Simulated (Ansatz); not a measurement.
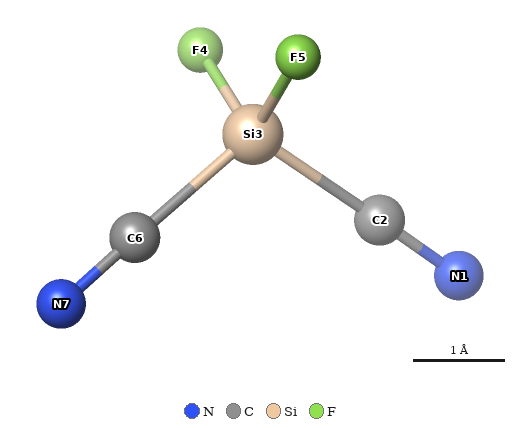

The structure as given in the input (ball-and-stick view, seen at a tilt; atoms are numbered from 1 in the order of the input).

Run report: C2F2N2Si, molecular dynamics (part 1 of 2)

System: C2F2N2Si, SMILES N#C[Si](F)(F)C#N.
Method: RKS r2SCAN/6-31G* (Ansatz 0.2.0).

The geometry comes from this level: PBE0-D4/def2-TZVP. Figures and captions count atoms from 1; the log counts them from 0 in places.

## The input
```yaml
crystal:
  periodic: [false, false, false]
  atoms:
    - {symbol: N, position_ang: [0.558654, -2.117235, 1.587150]}
    - {symbol: C, position_ang: [0.274355, -1.354832, 0.773711]}
    - {symbol: Si, position_ang: [-0.169606, -0.126239, -0.497089]}
    - {symbol: F, position_ang: [-1.674153, -0.307453, -0.883098]}
    - {symbol: F, position_ang: [0.739337, -0.335218, -1.752339]}
    - {symbol: C, position_ang: [0.083633, 1.558277, 0.150809]}
    - {symbol: N, position_ang: [0.249081, 2.614800, 0.575256]}
basis:
  gaussian: {orbitals: "6-31G*"}
hamiltonian: {xc: {name: r2SCAN}}
md: {timestep: 1 fs, n_steps: 50, ensemble: nve, temperature: 300, initial_velocities: maxwell_boltzmann, seed: 399}
```

Launch command:
```bash
ansatz run in.yaml --threads 4 --pin off --events-out ev --progress --plain --max-ram 10444MiB
```

## The program's output
```
Functional definition: r2SCAN
  name "r2SCAN"
  cite "Furness, Kaplan, Ning, Perdew & Sun, J. Phys. Chem. Lett. 11, 8208 (2020) doi:10.1021/acs.jpclett.0c02405"
  cite "Furness, Kaplan, Ning, Perdew & Sun, J. Phys. Chem. Lett. 11, 9248 (2020) doi:10.1021/acs.jpclett.0c03077"
  parent r2scan
  parameter k0 = 0.174
  parameter k1 = 0.065
  parameter a1 = 4.9479
  exchange = r2scan_x(k0 = k0, k1 = k1, a1 = a1)
  correlation = r2scan_c
1124 factors; their error is unknown
mean field evaluation 1: about -18353.7799 eV, gradient 6.2e1 eV
mean field evaluation 2: about -18323.6743 eV, gradient 1.3e2 eV
mean field evaluation 4: about -18361.2719 eV, gradient 6.5e0 eV
mean field evaluation 8: about -18361.2792 eV, gradient 2.1e-1 eV
mean field evaluation 16: about -18361.2793 eV, gradient 2.5e-5 eV
mean field -18361.27927679 eV, -674.7645676998 hartree, gradient 2.5e-5 eV, S^2 0.000000; 0 other end points of the search recorded, 0 dependent functions left out
the calculation of the forces begins
reference -18361.27928569 eV, -674.7645680269 hartree; 29, 29 occupied and 80, 80 virtual orbitals, 1124 factors
md step     0: t =     0.00 fs  T =   300.0 K  F+E_penalty+E_count = -18361.27927679 eV  E_kin = 0.193890 eV  conserved = -18361.08538679 eV  (29 SCF iters)
these checks for a lower state are left out or cut short: starts, cluster_reference, orbital_swaps, neighbouring_geometries, increment
1124 factors; their error is unknown
mean field -18361.26973190 eV, -674.7642169317 hartree, gradient 1.1e-5 eV, S^2 0.000000; 0 other end points of the search recorded, 0 dependent functions left out
the calculation of the forces begins
reference -18361.26974080 eV, -674.7642172589 hartree; 29, 29 occupied and 80, 80 virtual orbitals, 1124 factors
md step     1: t =     1.00 fs  T =   286.3 K  F+E_penalty+E_count = -18361.26973190 eV  E_kin = 0.185037 eV  conserved = -18361.08469457 eV  (33 SCF iters)
[... from here on the SCF iterations and repeated set-up lines of each step are left out, up to the last step ...]
md step     2: t =     2.00 fs  T =   268.9 K  F+E_penalty+E_count = -18361.25783546 eV  E_kin = 0.173807 eV  conserved = -18361.08402844 eV  (34 SCF iters)
md step     3: t =     3.00 fs  T =   262.0 K  F+E_penalty+E_count = -18361.25338541 eV  E_kin = 0.169307 eV  conserved = -18361.08407802 eV  (34 SCF iters)
md step     4: t =     4.00 fs  T =   264.4 K  F+E_penalty+E_count = -18361.25562356 eV  E_kin = 0.170892 eV  conserved = -18361.08473191 eV  (34 SCF iters)
md step     5: t =     5.00 fs  T =   262.3 K  F+E_penalty+E_count = -18361.25478822 eV  E_kin = 0.169541 eV  conserved = -18361.08524767 eV  (34 SCF iters)
md step     6: t =     6.00 fs  T =   243.9 K  F+E_penalty+E_count = -18361.24277198 eV  E_kin = 0.157618 eV  conserved = -18361.08515370 eV  (34 SCF iters)
md step     7: t =     7.00 fs  T =   210.1 K  F+E_penalty+E_count = -18361.22036658 eV  E_kin = 0.135756 eV  conserved = -18361.08461045 eV  (34 SCF iters)
md step     8: t =     8.00 fs  T =   172.3 K  F+E_penalty+E_count = -18361.19542568 eV  E_kin = 0.111386 eV  conserved = -18361.08403954 eV  (34 SCF iters)
md step     9: t =     9.00 fs  T =   143.9 K  F+E_penalty+E_count = -18361.17672691 eV  E_kin = 0.093021 eV  conserved = -18361.08370570 eV  (34 SCF iters)
md step    10: t =    10.00 fs  T =   133.1 K  F+E_penalty+E_count = -18361.16970040 eV  E_kin = 0.086046 eV  conserved = -18361.08365465 eV  (35 SCF iters)
md step    11: t =    11.00 fs  T =   141.4 K  F+E_penalty+E_count = -18361.17530345 eV  E_kin = 0.091418 eV  conserved = -18361.08388590 eV  (34 SCF iters)
md step    12: t =    12.00 fs  T =   163.2 K  F+E_penalty+E_count = -18361.18989802 eV  E_kin = 0.105496 eV  conserved = -18361.08440238 eV  (35 SCF iters)
md step    13: t =    13.00 fs  T =   186.6 K  F+E_penalty+E_count = -18361.20558751 eV  E_kin = 0.120590 eV  conserved = -18361.08499740 eV  (35 SCF iters)
md step    14: t =    14.00 fs  T =   199.0 K  F+E_penalty+E_count = -18361.21376619 eV  E_kin = 0.128589 eV  conserved = -18361.08517690 eV  (35 SCF iters)
md step    15: t =    15.00 fs  T =   197.5 K  F+E_penalty+E_count = -18361.21231053 eV  E_kin = 0.127654 eV  conserved = -18361.08465700 eV  (34 SCF iters)
md step    16: t =    16.00 fs  T =   193.8 K  F+E_penalty+E_count = -18361.20918142 eV  E_kin = 0.125272 eV  conserved = -18361.08390893 eV  (34 SCF iters)
md step    17: t =    17.00 fs  T =   203.5 K  F+E_penalty+E_count = -18361.21530474 eV  E_kin = 0.131541 eV  conserved = -18361.08376379 eV  (31 SCF iters)
md step    18: t =    18.00 fs  T =   229.4 K  F+E_penalty+E_count = -18361.23268186 eV  E_kin = 0.148274 eV  conserved = -18361.08440767 eV  (34 SCF iters)
md step    19: t =    19.00 fs  T =   257.5 K  F+E_penalty+E_count = -18361.25164491 eV  E_kin = 0.166441 eV  conserved = -18361.08520426 eV  (34 SCF iters)
md step    20: t =    20.00 fs  T =   269.8 K  F+E_penalty+E_count = -18361.25989025 eV  E_kin = 0.174385 eV  conserved = -18361.08550493 eV  (34 SCF iters)
md step    21: t =    21.00 fs  T =   258.4 K  F+E_penalty+E_count = -18361.25219958 eV  E_kin = 0.166975 eV  conserved = -18361.08522505 eV  (34 SCF iters)
md step    22: t =    22.00 fs  T =   228.4 K  F+E_penalty+E_count = -18361.23225956 eV  E_kin = 0.147587 eV  conserved = -18361.08467304 eV  (34 SCF iters)
md step    23: t =    23.00 fs  T =   192.2 K  F+E_penalty+E_count = -18361.20838617 eV  E_kin = 0.124233 eV  conserved = -18361.08415344 eV  (35 SCF iters)
md step    24: t =    24.00 fs  T =   162.3 K  F+E_penalty+E_count = -18361.18875469 eV  E_kin = 0.104926 eV  conserved = -18361.08382852 eV  (35 SCF iters)
md step    25: t =    25.00 fs  T =   146.6 K  F+E_penalty+E_count = -18361.17853270 eV  E_kin = 0.094733 eV  conserved = -18361.08380001 eV  (35 SCF iters)
md step    26: t =    26.00 fs  T =   145.4 K  F+E_penalty+E_count = -18361.17810657 eV  E_kin = 0.093965 eV  conserved = -18361.08414187 eV  (35 SCF iters)
md step    27: t =    27.00 fs  T =   150.8 K  F+E_penalty+E_count = -18361.18219333 eV  E_kin = 0.097468 eV  conserved = -18361.08472559 eV  (35 SCF iters)
md step    28: t =    28.00 fs  T =   150.3 K  F+E_penalty+E_count = -18361.18221291 eV  E_kin = 0.097118 eV  conserved = -18361.08509474 eV  (35 SCF iters)
md step    29: t =    29.00 fs  T =   136.8 K  F+E_penalty+E_count = -18361.17318456 eV  E_kin = 0.088390 eV  conserved = -18361.08479407 eV  (35 SCF iters)
md step    30: t =    30.00 fs  T =   117.7 K  F+E_penalty+E_count = -18361.16006192 eV  E_kin = 0.076093 eV  conserved = -18361.08396904 eV  (33 SCF iters)
md step    31: t =    31.00 fs  T =   111.0 K  F+E_penalty+E_count = -18361.15515025 eV  E_kin = 0.071739 eV  conserved = -18361.08341083 eV  (34 SCF iters)
md step    32: t =    32.00 fs  T =   128.2 K  F+E_penalty+E_count = -18361.16658938 eV  E_kin = 0.082886 eV  conserved = -18361.08370340 eV  (34 SCF iters)
md step    33: t =    33.00 fs  T =   163.1 K  F+E_penalty+E_count = -18361.18995864 eV  E_kin = 0.105405 eV  conserved = -18361.08455384 eV  (34 SCF iters)
md step    34: t =    34.00 fs  T =   196.7 K  F+E_penalty+E_count = -18361.21235753 eV  E_kin = 0.127148 eV  conserved = -18361.08520956 eV  (34 SCF iters)
md step    35: t =    35.00 fs  T =   213.7 K  F+E_penalty+E_count = -18361.22339271 eV  E_kin = 0.138129 eV  conserved = -18361.08526410 eV  (34 SCF iters)
md step    36: t =    36.00 fs  T =   211.6 K  F+E_penalty+E_count = -18361.22160449 eV  E_kin = 0.136745 eV  conserved = -18361.08485977 eV  (31 SCF iters)
md step    37: t =    37.00 fs  T =   198.8 K  F+E_penalty+E_count = -18361.21282690 eV  E_kin = 0.128477 eV  conserved = -18361.08434945 eV  (35 SCF iters)
md step    38: t =    38.00 fs  T =   187.2 K  F+E_penalty+E_count = -18361.20495751 eV  E_kin = 0.120968 eV  conserved = -18361.08398983 eV  (35 SCF iters)
md step    39: t =    39.00 fs  T =   185.4 K  F+E_penalty+E_count = -18361.20375501 eV  E_kin = 0.119850 eV  conserved = -18361.08390532 eV  (35 SCF iters)
md step    40: t =    40.00 fs  T =   195.6 K  F+E_penalty+E_count = -18361.21058017 eV  E_kin = 0.126411 eV  conserved = -18361.08416956 eV  (35 SCF iters)
md step    41: t =    41.00 fs  T =   211.2 K  F+E_penalty+E_count = -18361.22127335 eV  E_kin = 0.136524 eV  conserved = -18361.08474888 eV  (35 SCF iters)
md step    42: t =    42.00 fs  T =   219.4 K  F+E_penalty+E_count = -18361.22708220 eV  E_kin = 0.141768 eV  conserved = -18361.08531448 eV  (35 SCF iters)
md step    43: t =    43.00 fs  T =   208.3 K  F+E_penalty+E_count = -18361.21996479 eV  E_kin = 0.134649 eV  conserved = -18361.08531529 eV  (35 SCF iters)
md step    44: t =    44.00 fs  T =   179.5 K  F+E_penalty+E_count = -18361.20056544 eV  E_kin = 0.116008 eV  conserved = -18361.08455727 eV  (34 SCF iters)
md step    45: t =    45.00 fs  T =   149.9 K  F+E_penalty+E_count = -18361.18051763 eV  E_kin = 0.096874 eV  conserved = -18361.08364402 eV  (35 SCF iters)
md step    46: t =    46.00 fs  T =   139.2 K  F+E_penalty+E_count = -18361.17339384 eV  E_kin = 0.089950 eV  conserved = -18361.08344414 eV  (34 SCF iters)
md step    47: t =    47.00 fs  T =   151.8 K  F+E_penalty+E_count = -18361.18220558 eV  E_kin = 0.098123 eV  conserved = -18361.08408220 eV  (35 SCF iters)
md step    48: t =    48.00 fs  T =   174.3 K  F+E_penalty+E_count = -18361.19748522 eV  E_kin = 0.112622 eV  conserved = -18361.08486342 eV  (35 SCF iters)
md step    49: t =    49.00 fs  T =   188.8 K  F+E_penalty+E_count = -18361.20719182 eV  E_kin = 0.122046 eV  conserved = -18361.08514574 eV  (35 SCF iters)
these checks for a lower state are left out or cut short: starts, cluster_reference, orbital_swaps, neighbouring_geometries, increment
1124 factors; their error is unknown
mean field -18361.20640719 eV, -674.7618897916 hartree, gradient 1.8e-5 eV, S^2 0.000000; 0 other end points of the search recorded, 0 dependent functions left out
the calculation of the forces begins
reference -18361.20641608 eV, -674.7618901184 hartree; 29, 29 occupied and 80, 80 virtual orbitals, 1124 factors
1124 factors; their error is unknown
mean field evaluation 416: about -18361.2689 eV, gradient 7.9e-1 eV
mean field -18361.20640719 eV, -674.7618897916 hartree, gradient 1.9e-5 eV, S^2 0.000000; 1 other end points of the search recorded, 0 dependent functions left out
the calculation of the forces begins
reference -18361.20641608 eV, -674.7618901184 hartree; 29, 29 occupied and 80, 80 virtual orbitals, 1124 factors
md step    50: t =    50.00 fs  T =   188.0 K  F+E_penalty+E_count = -18361.20640719 eV  E_kin = 0.121523 eV  conserved = -18361.08488406 eV  (31 SCF iters)
```

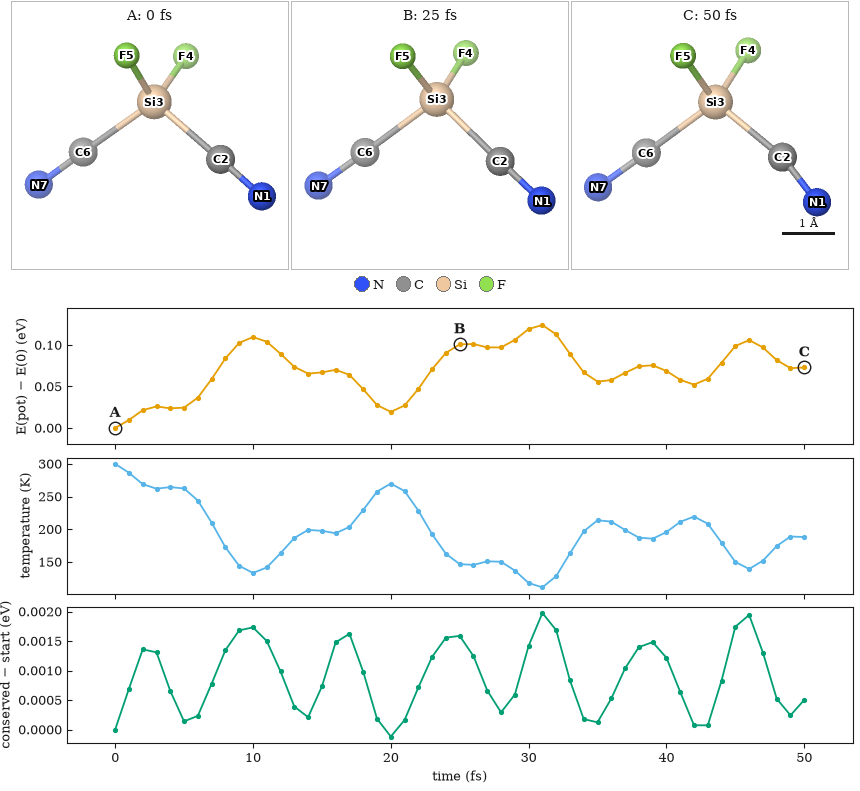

Frames of the molecular dynamics (ball-and-stick, seen at a tilt) above the curves, on which the letters mark them. The trajectory kept here has 51 frames over 50 fs. The temperature starts at 300 K, ranges from 111 to 300 K and averages 171 K over the second half. The potential energy ends 0.073 eV above its first value. The conserved quantity stays within 0.0021 eV. After an unweighted best fit of the last frame on the first, the root-mean-square displacement is 0.10 Å.

```
Total energy: -18361.20641608 eV, -674.7618901184 hartree
Atom 0 at     0.632560    -2.019218     1.661473 Å, force    -0.600386     0.665654    -1.269734 eV/Å
Atom 1 at     0.232168    -1.390121     0.746891 Å, force     0.687301    -0.691718     1.530852 eV/Å
Atom 2 at    -0.214288    -0.128522    -0.477682 Å, force    -0.508589    -0.882851    -2.025793 eV/Å
Atom 3 at    -1.732852    -0.364054    -0.975044 Å, force     1.029732     0.263890     0.496876 eV/Å
Atom 4 at     0.756057    -0.264370    -1.764543 Å, force    -0.657585     0.052985     0.954159 eV/Å
Atom 5 at     0.041324     1.517186     0.190522 Å, force     0.596511     1.825107     0.752683 eV/Å
Atom 6 at     0.394159     2.567531     0.592228 Å, force    -0.546985    -1.233067    -0.439044 eV/Å
Dipole moment:    -0.178425    -0.064134    -0.228260 e Å
```

## Trajectory as extended XYZ (Å, eV, eV/Å), 28 of the 51 frames kept, from step=0 to step=50
```
7
Properties=species:S:1:pos:R:3:forces:R:3 step=0 time_fs=0.0 energy=-18361.27928 temperature=300.0
N     0.5587   -2.1172    1.5872    0.4863  -1.3020   1.3908
C     0.2744   -1.3548    0.7737   -0.4597   1.2531  -1.3121
Si   -0.1696   -0.1262   -0.4971    0.2544   0.1647   0.6953
F    -1.6742   -0.3075   -0.8831   -0.7837  -0.0900  -0.1831
F     0.7393   -0.3352   -1.7523    0.4845  -0.1051  -0.6415
C     0.0836    1.5583    0.1508   -0.2650  -1.7256  -0.6757
N     0.2491    2.6148    0.5753    0.2831   1.8049   0.7263
7
Properties=species:S:1:pos:R:3:forces:R:3 step=2 time_fs=2.0 energy=-18361.25784 temperature=268.9
N     0.5609   -2.1107    1.5859    0.9575  -2.5440   2.7139
C     0.2768   -1.3564    0.7838   -0.9704   2.5784  -2.7523
Si   -0.1663   -0.1235   -0.4913   -0.4385  -0.4687   0.2048
F    -1.6875   -0.3081   -0.8911   -0.0051  -0.0165   0.0403
F     0.7418   -0.3275   -1.7543    0.3694  -0.1072  -0.4559
C     0.0806    1.5414    0.1460    0.0421   0.2467   0.1244
N     0.2555    2.6090    0.5738    0.0451   0.3112   0.1248
7
Properties=species:S:1:pos:R:3:forces:R:3 step=4 time_fs=4.0 energy=-18361.25562 temperature=264.4
N     0.5656   -2.1108    1.5917    0.6698  -1.7650   1.8868
C     0.2763   -1.3502    0.7856   -0.6552   1.6949  -1.8471
Si   -0.1637   -0.1214   -0.4852   -1.0514  -0.9398  -0.4969
F    -1.7009   -0.3088   -0.8990    0.6634   0.0496   0.2374
F     0.7451   -0.3200   -1.7572    0.2187  -0.0996  -0.2302
C     0.0778    1.5254    0.1417    0.3494   2.1334   0.8789
N     0.2621    2.6040    0.5727   -0.1947  -1.0736  -0.4289
7
Properties=species:S:1:pos:R:3:forces:R:3 step=6 time_fs=6.0 energy=-18361.24277 temperature=243.9
N     0.5721   -2.1155    1.6025   -0.0819   0.2103  -0.1985
C     0.2738   -1.3388    0.7817    0.1684  -0.5150   0.4516
Si   -0.1624   -0.1206   -0.4799   -1.4988  -1.0881  -1.2278
F    -1.7129   -0.3093   -0.9065    1.1684   0.1005   0.3919
F     0.7488   -0.3127   -1.7605    0.0522  -0.0863   0.0086
C     0.0760    1.5159    0.1400    0.4467   2.7229   1.1093
N     0.2681    2.5963    0.5705   -0.2550  -1.3443  -0.5351
7
Properties=species:S:1:pos:R:3:forces:R:3 step=7 time_fs=7.0 energy=-18361.22037 temperature=210.1
N     0.5753   -2.1180    1.6081   -0.4240   1.0977  -1.1308
C     0.2726   -1.3333    0.7799    0.5451  -1.5186   1.4894
Si   -0.1625   -0.1207   -0.4777   -1.6392  -1.0450  -1.5280
F    -1.7181   -0.3095   -0.9099    1.3554   0.1183   0.4516
F     0.7507   -0.3091   -1.7622   -0.0308  -0.0799   0.1250
C     0.0756    1.5144    0.1405    0.3860   2.3882   0.9743
N     0.2709    2.5911    0.5688   -0.1926  -0.9608  -0.3815
```
